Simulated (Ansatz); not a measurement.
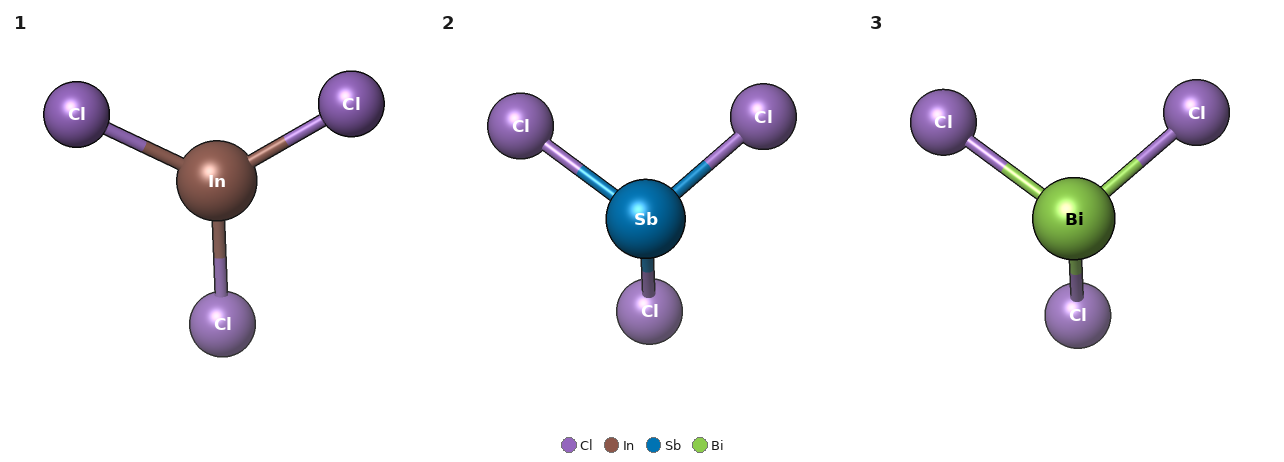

3 molecules with one skeleton, seen from the same side and at one scale. Charge 0, singlet. Computed geometries: PBE0-D4/def2-TZVP optimisations, one conformation each. Properties computed with Ansatz 0.2.0. Elements past Kr carry core potentials.

One atom differs, called X below: In in panel 1, Sb in panel 2, Bi in panel 3. Their formulas are InCl3 (`[Cl][In]([Cl])[Cl]`), SbCl3 (`[Cl][Sb]([Cl])[Cl]`), BiCl3 (`[Cl][Bi]([Cl])[Cl]`).

> Rank them by the mean angle Cl–X–Cl, lowest first (PBE0-D4/def2-TZVP).

2 (Sb), 3 (Bi), 1 (In).

> Rank them by the HOMO energy (Kohn–Sham orbital), lowest first (ωB97M-V/def2-QZVPP).

1 (In), 3 (Bi), 2 (Sb).

Give the values. With PBE0-D4/def2-TZVP: mean length of X–Cl (Å), mean angle Cl–X–Cl (°). With ωB97M-V/def2-QZVPP: HOMO energy (Kohn–Sham orbital) (eV), HOMO–LUMO gap (eV).

```csv
quantity,1 (In),2 (Sb),3 (Bi)
mean length of X–Cl (Å),2.293,2.334,2.424
mean angle Cl–X–Cl (°),120.0,97.6,98.0
HOMO energy (Kohn–Sham orbital) (eV),−11.78,−10.62,−10.84
HOMO–LUMO gap (eV),10.75,10.45,10.30
```
